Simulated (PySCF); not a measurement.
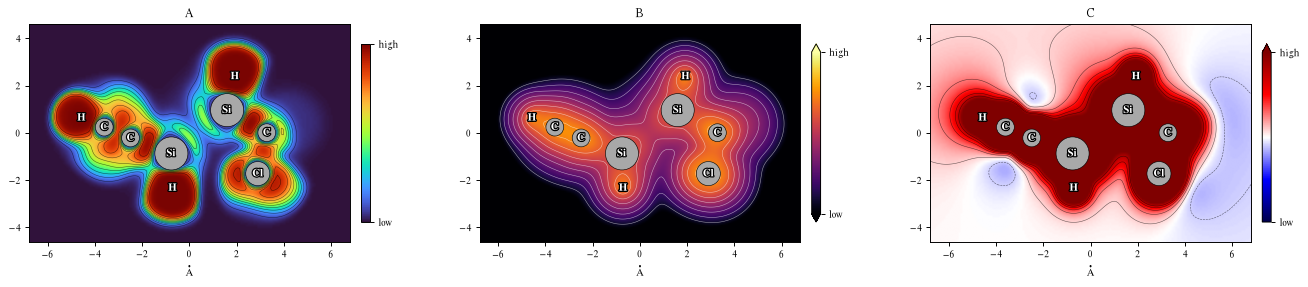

C$_{3}$H$_{5}$Cl$_{3}$P$_{2}$Si$_{2}$: 3 fields on the plane of atoms C2, Si3 and H12, with unlabelled colour scales. Grey discs cover the atomic cores.

Geometry: GFN2-xTB.

Level of theory: PySCF 2.14.0, PBE0/pcSseg-1, SCF density, gas phase, non-relativistic.

Q: The panels show electron density, electron localisation function and electrostatic potential in some order. Assign them.

A: Panel A: electron localisation function. Panel B: electron density. Panel C: electrostatic potential (strongly positive close to the atoms and fading to about zero outside). From the grid: C–C (1.20 Å): ρ at the midpoint is about 2.8 e/Å³; the ELF peaks at about 0.85 between the atoms: a multiple bond. C–Cl (1.77 Å): ρ is about 1.4 e/Å³ halfway; the ELF peaks at about 0.90 between the atoms (localised, covalent bonding).
